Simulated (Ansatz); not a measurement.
System: FeCuH4.

```cif
data_structure
_symmetry_space_group_name_H-M 'P 1'
_symmetry_Int_Tables_number 1
_cell_length_a 4.9321
_cell_length_b 4.9347
_cell_length_c 2.8588
_cell_angle_alpha 90.000
_cell_angle_beta 90.000
_cell_angle_gamma 90.000
_cell_volume 69.58
loop_
_atom_site_label
_atom_site_type_symbol
_atom_site_fract_x
_atom_site_fract_y
_atom_site_fract_z
_atom_site_occupancy
Fe1 Fe 0.00000 0.00000 0.50000 1
Fe2 Fe 0.50000 0.50000 0.50000 1
Cu1 Cu 0.00000 0.50000 0.00000 1
Cu2 Cu 0.50000 0.00000 0.00000 1
H1 H 0.00000 0.83607 0.00000 1
H2 H 0.50000 0.33607 0.00000 1
H3 H 0.00000 0.16393 0.00000 1
H4 H 0.50000 0.66393 0.00000 1
H5 H 0.25000 0.25000 0.50000 1
H6 H 0.75000 0.75000 0.50000 1
H7 H 0.25000 0.75000 0.50000 1
H8 H 0.75000 0.25000 0.50000 1
```

Space group Cmmm; a structure generated by program, which may or may not match a known phase; computed without spin polarisation.

All numbers below come from DFT PBE, scalar-relativistic, plane waves, PAW (Ansatz 0.2.0).

**Predict the valence pseudo-density and electron localisation function between the atoms.**

Fe–H (1.64 Å): the density is about 0.95 e/Å³ at the midpoint; the ELF climbs to about 1 towards the hydrogen.
Cu–H (1.66 Å): the density is about 0.91 e/Å³ at the midpoint; the ELF climbs to about 1 towards the hydrogen.
Bader's partition of the density gives Fe +0.44, Cu +0.53 and H −0.24 e.

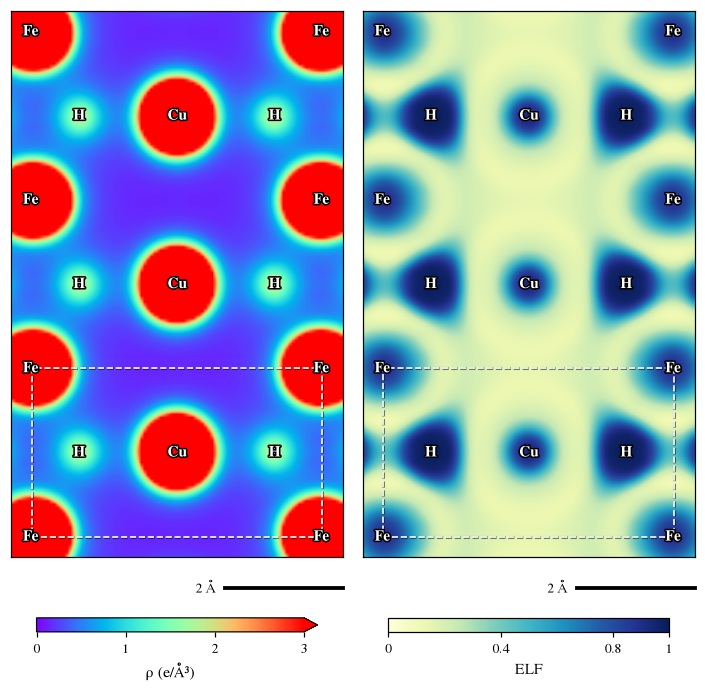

Computed valence pseudo-density and electron localisation function on the (100) plane of the conventional cell, in this order. 
